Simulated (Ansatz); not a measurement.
# BN (boron nitride) at RPA@PBE/6-31G

What is the energy change on altering one bond length of BN (boron nitride) at RPA@PBE/6-31G? 

The calculation is run with Ansatz 0.2.0.

66 further runs of the same task are left out: 66 set aside as unsound or not needed.

### Step 1. Starting point

The species is BN (2 atoms), meant as a triplet with charge 0. SMILES: `B#N`. The coordinates come from a GFN2-xTB relaxation.

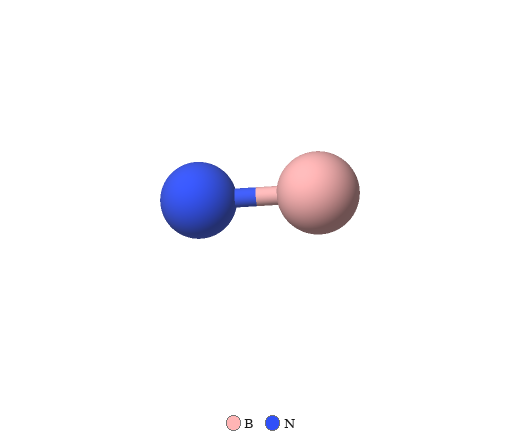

Viewed from a chosen angle; boron pink, nitrogen blue.

### Step 2. The energy at RPA@PBE/6-31G

The input, run.yaml:

```yaml
basis:
  gaussian:
    orbitals: 6-31G
crystal:
  periodic: [false, false, false]
  atoms:
    - {symbol: B, position_ang: [0.000000, 0.000000, 0.000000]}
    - {symbol: N, position_ang: [0.000000, 0.000000, 1.268430]}
magnetization:
  spin_polarized: true
  initial_magnetization: 2
hamiltonian:
  xc: {name: PBE}
correlation:
  method: rpa
  frozen_orbitals: {B: 1, "N": 1}
accuracy: high
```

Command:

```console
$ ansatz run run.yaml --threads 1 --pin off --max-ram 2610MiB --events-out events.jsonl --progress --plain --runs-dir runs
```

Output:

```text
Warning: RAYON_NUM_THREADS=1 ignored (pool sized by the plan → 1); use --threads N
Functional definition: PBE
  name "PBE"
  parameter kappa = 0.804
  parameter beta = 0.06672455060314922
  exchange = pbe_x(kappa = kappa, mu = beta*pi^2/3)
  correlation = pbe_c(beta = beta)
417 factors; integrals over basis functions are off by at most 3.1e-9 eV
mean field evaluation 1: about -2152.5491 eV, gradient 3.1e1 eV
mean field evaluation 2: about -2152.5442 eV, gradient 3.1e1 eV
mean field evaluation 4: about -2156.3764 eV, gradient 1.1e1 eV
mean field evaluation 8: about -2157.2559 eV, gradient 1.6e-1 eV
mean field evaluation 16: about -2157.2562 eV, gradient 2.9e-6 eV
mean field evaluation 32: about -2155.9123 eV, gradient 7.0e0 eV
mean field evaluation 64: about -2157.2545 eV, gradient 2.4e-1 eV
mean field -2157.25615212 eV, -79.2777013497 hartree, gradient 6.9e-9 eV, S^2 2.002246; 6 other end points of the search recorded, 0 dependent functions left out
2 core orbitals not correlated: weight in the atoms' cores, before any rotation towards them, 1.000 or more for the frozen orbitals, at most 0.000 for the correlated occupied ones
reference -2147.96891864 eV, -78.9364018143 hartree; 5, 3 occupied and 11, 13 virtual orbitals, 417 factors
Total energy: -2154.06820054 eV, -79.1605462900 hartree
```

It took 0.74 s on 1 thread of AMD EPYC 9R45 (Zen 5), shared host.

### Step 3. The distorted shape

The input, job.yaml:

```yaml
crystal:
  periodic: [false, false, false]
  atoms:
    - {symbol: B, position_ang: [0.000000, 0.000000, -0.317070]}
    - {symbol: N, position_ang: [0.000000, 0.000000, 1.268430]}
basis:
  gaussian:
    orbitals: 6-31G
hamiltonian:
  xc: {name: PBE}
magnetization:
  spin_polarized: true
  initial_magnetization: 2
accuracy: high
correlation:
  method: rpa
  frozen_orbitals: {B: 1, "N": 1}
```

Command:

```console
$ ansatz run job.yaml --threads 1 --pin off --max-ram 2610MiB --events-out events.jsonl --progress --plain --runs-dir runs
```

Output, cut to the lines that bear on the results:

```text
Warning: RAYON_NUM_THREADS=1 ignored (pool sized by the plan → 1); use --threads N
[... 2 set-up lines as earlier in the session ...]
[...]
418 factors; integrals over basis functions are off by at most 3.5e-9 eV
[...]
mean field -2156.73647192 eV, -79.2586034545 hartree, gradient 8.5e-8 eV, S^2 2.003143; 7 other end points of the search recorded, 0 dependent functions left out
2 core orbitals not correlated: weight in the atoms' cores, before any rotation towards them, 1.000 or more for the frozen orbitals, at most 0.000 for the correlated occupied ones
reference -2146.60791791 eV, -78.8863859601 hartree; 5, 3 occupied and 11, 13 virtual orbitals, 418 factors
Total energy: -2153.82701267 eV, -79.1516827992 hartree
```

Run time: 0.8 s. Hardware: 1 thread of AMD EPYC 9R45 (Zen 5), shared host.

### Step 4. What came out

Level: RPA@PBE/6-31G, 2 core orbitals frozen.

```
                                                         quantity         value
                                        first shape: total energy  -79.16055 Eh
                    first shape: RPA correlation energy (valence)    -224.1 mEh
                   first shape: ⟨S²⟩ of the reference determinant         2.002
                                    distorted shape: total energy  -79.15168 Eh
                distorted shape: RPA correlation energy (valence)    -265.3 mEh
               distorted shape: ⟨S²⟩ of the reference determinant         2.003
energy change with the B1–N2 bond stretched from 1.268 to 1.585 Å      0.241 eV
```

**Reading.** With the B1–N2 bond stretched from 1.268 to 1.585 Å the energy rises by 0.24 eV (5.6 kcal/mol). The first shape isn't relaxed at this level, so the change isn't measured from a minimum.
